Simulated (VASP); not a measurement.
Band structure of BeS (zinc blende). All values below come from revTPSS meta-GGA, VASP's PBE PAW potentials (set 64) (plane waves; VASP).

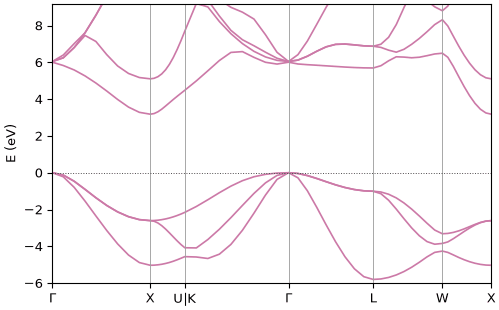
Figure. Bands along high-symmetry lines, zero at the valence-band maximum or, without a gap, the Fermi level

Task: Read the plot: is there a gap, and where are the band edges?

Result: The gap is indirect, 3.18 eV, from the valence maximum at Γ to the conduction minimum at X.

The compound is BeS in the zinc blende structure. It was relaxed first.
